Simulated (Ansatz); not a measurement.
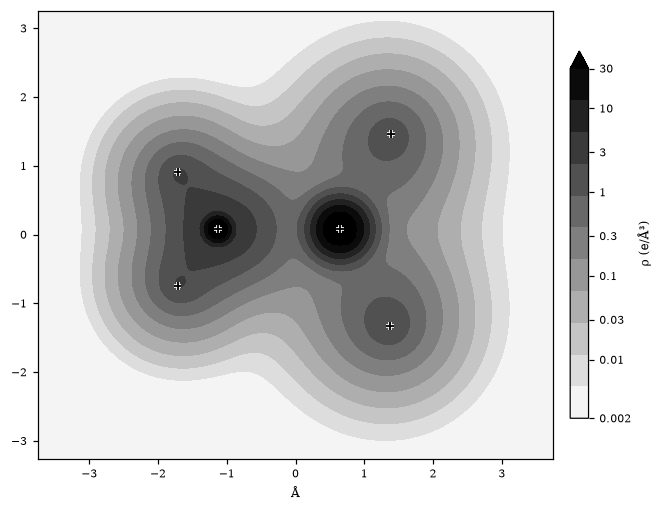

The total electron density on a plane through atoms (crosses mark nuclei in the plane).

These are results of Ansatz, RKS B3LYP-D4/def2-SVP, not measurements.

Candidates:
A. AlH4N···HCl
B. BH5Si···HCl

Question: Which system is this?

Answer: Candidate A: AlH4N···HCl on the plane of atoms Al1, N3 and H4, which holds Al, N and H. Al–N (1.78 Å): the density is about 0.81 e/Å³ at the midpoint. N–H (1.02 Å): the density is about 2.7 e/Å³ at the midpoint.
